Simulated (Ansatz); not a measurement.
Input file:

```
crystal:
  lattice:
    - [3.4620325251, 0.0, 0.0]
    - [-1.7310162626, 2.9982081155, 0.0]
    - [0.0, 0.0, 11.310162353]
  atoms:
    - { symbol: Lu, position: [0.3333333333, 0.6666666667, 0.6744251333] }
    - { symbol: Lu, position: [0.6666666667, 0.3333333333, 0.3255748667] }
    - { symbol: Si, position: [0.0, 0.0, 0.5] }
    - { symbol: Si, position: [0.3333333333, 0.6666666667, 0.1298938276] }
    - { symbol: Si, position: [0.6666666667, 0.3333333333, 0.8701061724] }
    - { symbol: P, position: [0.0, 0.0, 0.0] }
basis:
  ecutwfc: 420
kpoints:
  mp_grid: { grid: [12, 12, 4] }
  band_path:
    path:
      - [[0.0, 0.0, 0.0], [0.5, 0.0, 0.0], [0.33333333, 0.33333333, 0.0], [0.0, 0.0, 0.0], [0.0, 0.0, 0.5], [0.5, 0.0, 0.5], [0.33333333, 0.33333333, 0.5], [0.0, 0.0, 0.5]]
      - [[0.5, 0.0, 0.5], [0.5, 0.0, 0.0]]
      - [[0.33333333, 0.33333333, 0.5], [0.33333333, 0.33333333, 0.0]]
    npoints: 14
hamiltonian:
  xc: pbe
scf:
  occupations: { method: gaussian, width: 0.1 }
  n_extra_bands: 15
output:
  forces: true
  stress: true
  eigenvalues: true
  populations: true
  dos: { projected: true, de: 0.02, nscf_kmesh: { grid: [15, 15, 5] } }
  bader: true
  write_density: true
  write_potential: true
  elf: true
  volumetric_format: npy
```

Launched as:

```sh
ansatz run input.yaml --threads 1 --pin off --max-ram 2560MiB --backend cpu --events-out ev --progress --plain --runs-dir out
```

Below, planes, directions and counts refer to the conventional cell (a = 3.46 Å, b = 3.46 Å, c = 11.31 Å, α = 90.00°, β = 90.00°, γ = 120.00°).

Space group P-3m1; a structure generated by program, which may or may not match a known phase; computed without spin polarisation.

The calculation used DFT PBE, scalar-relativistic, plane waves, PAW in Ansatz.

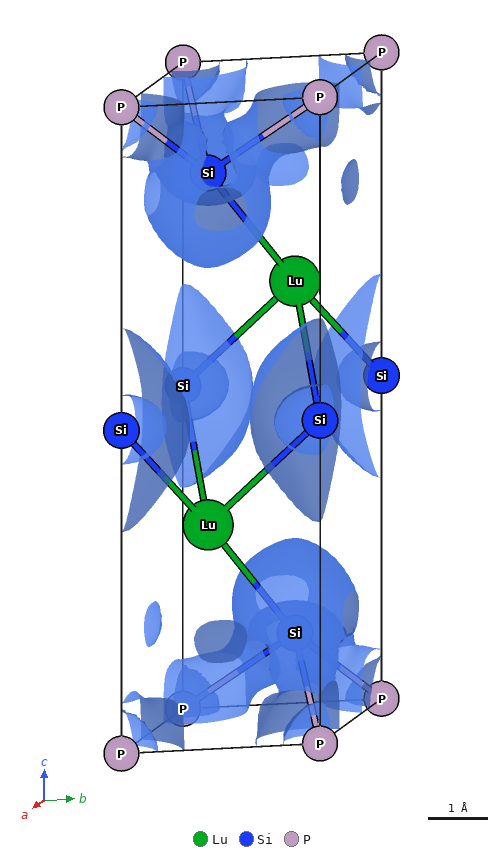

Lu2Si3P. Isosurface of the ELF at 0.65 (blue), seen slightly off an axis. Core shells and regions of very low density are left out. Sticks mark near contacts.

In a PAW calculation such maps are meaningful between the atoms, not at the nuclei.

Identify the bonds, lone pairs and shells in this picture.

Answer. The surface consists of one region wrapped around Si (its valence shell) and sheets that run through the cell in two directions, counted in one cell of 6 atoms. Regions shared between cells count once.

Values along the shortest contacts:
Si–P (2.48 Å): the ELF peaks at about 0.85 between the atoms. Lu–Si (2.81 Å): the ELF peaks at about 0.80 in the valence shell of Si, 0.9 Å from its nucleus, and is about 0.30 at the midpoint.

How much charge does the calculation move between the atoms?

Answer. Electrons move from Lu towards Si and P. Bader charges: Lu +1.27, Si −1.42 to −0.15 and P −0.83 e.
